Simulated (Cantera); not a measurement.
Charge: 1 mol CaCl₂, 0.83 mol HCl, 0.83 mol N₂, 9.3 mol H₂, equilibrated at 39.0 Pa.

Method: chemical equilibrium by Gibbs-energy minimisation in Cantera with the NASA 1993 tables (ideal gas, pure condensed phases). Candidate condensed phases: Ca, CaCl₂, NH₄Cl; 16 gas species. The numbers say what is thermodynamically allowed, not how fast it happens.

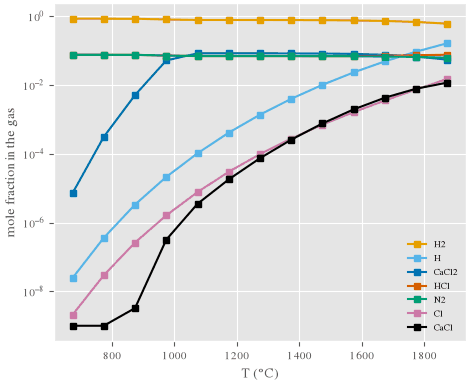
*Equilibrium gas composition (values under 1e-9 drawn at 1e-9)*

### Question
Read off the mole fractions at 1175 °C.

### Answer
H₂ about 0.78, CaCl₂ about 0.084, N₂ about 0.069, HCl about 0.069, H about 0.00041, Cl about 3.0e-5, CaCl about 1.8e-5.
